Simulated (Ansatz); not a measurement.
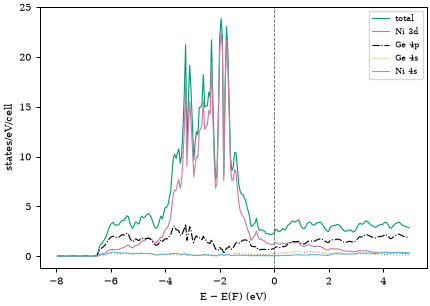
Fig. 1. Total and projected density of states of NiGe in space group Pnma (No. 62; Ni on 4c, Ge on 4c), plane-wave PAW PBEsol (Ansatz code)

Problem. Which orbitals carry the states next to the Fermi level?

Solution. Within 0.5 eV of the Fermi level: Ni 3d 53 %, Ge 4p 32 %, Ge 4s 10 %. Projections are on Löwdin-orthogonalised atomic valence shells; empty p or d shells of many metals are not among them.

Problem. Where is the tallest occupied peak in this window, and what makes it?

Solution. Near -1.9 eV, about 24 states/eV per cell; the largest projected share is Ni 3d.

Symmetry was held in the PBEsol relaxation; of distortions, only those at the zone centre were tested. No spin polarisation was allowed. Scalar-relativistic: spin–orbit coupling is off unless named, which matters more the heavier the elements.

Potentials: the later of the program's two PAW sets.
